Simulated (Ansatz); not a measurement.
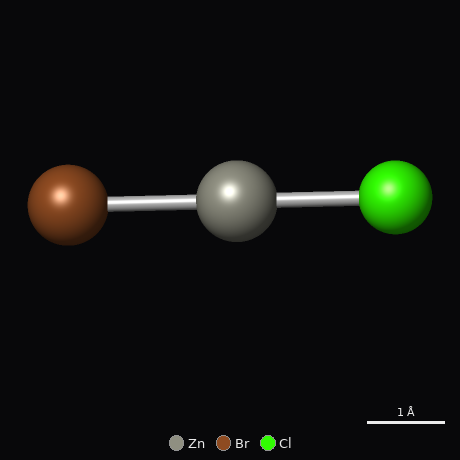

Rendered structure (ball-and-stick style). Every bond is drawn as one stick, whatever its order.

> Count the atoms of each element.

ZnBrCl, 3 atoms: 1 zinc, 1 bromine and 1 chlorine.

> Give the symmetry (Schoenflies symbol).

C∞v.

> How many bonds of each kind are drawn?

1 Br–Zn, 1 Cl–Zn. Sticks follow a distance rule.

The parts below concern this one geometry. Atoms keep their numbers from picture to picture. The geometry was computed by an optimisation with PBE0-D4/def2-TZVP.

**Shape**

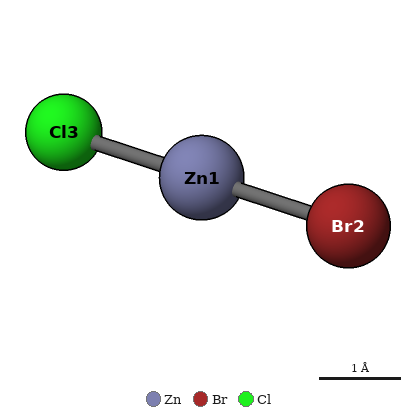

Atoms carry their numbers in the input.

Estimate the angles Br2–Zn1–Cl3.

| angle | degrees |
| --- | --- |
| Br2–Zn1–Cl3 | 180.0 |

**Dipole moment**

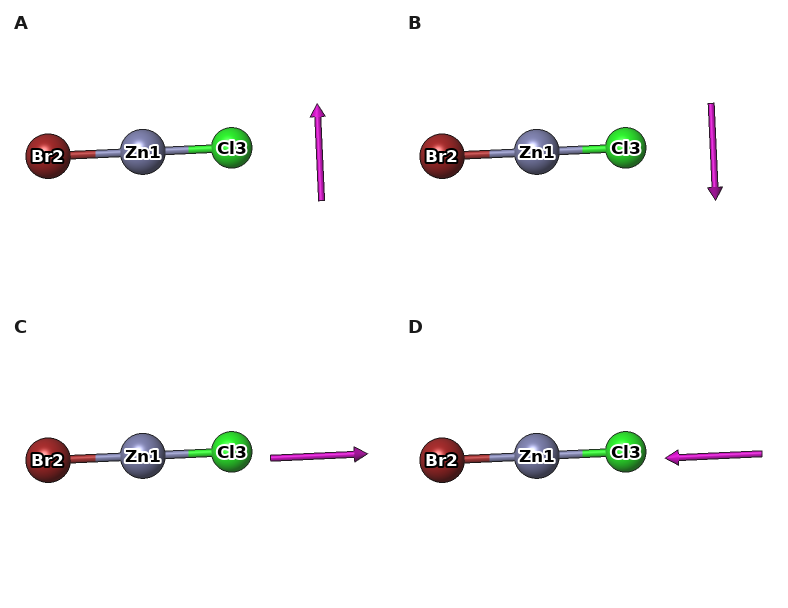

The same molecule four times, each with an arrow. Level of theory: RKS PBE0-D4/def2-TZVP (Ansatz 0.2.0).

> Which arrow points along the dipole moment, from the negative to the positive end?

D. The dipole moment is 0.30 D; it points from the side of Cl3 to the side of Br2 (the outermost atoms at the two ends).

**Electronic properties**

Properties computed with RKS PBE0-D4/def2-TZVPP (Ansatz 0.2.0).

Computed properties:

- HOMO energy (Kohn–Sham orbital): −8.74 eV
- LUMO energy (Kohn–Sham orbital): −1.71 eV
- HOMO–LUMO gap: 7.03 eV

**Charges**

The questions are on Mulliken charges. Level of theory: RKS PBE0-D4/def2-TZVP (Ansatz 0.2.0).

Give the Mulliken charges atom by atom.

| atom | value (e) |
| --- | --- |
| Zn1 | 0.59 |
| Br2 | −0.28 |
| Cl3 | −0.32 |

Mulliken values depend strongly on the basis set and can even reverse the polarity of a bond.
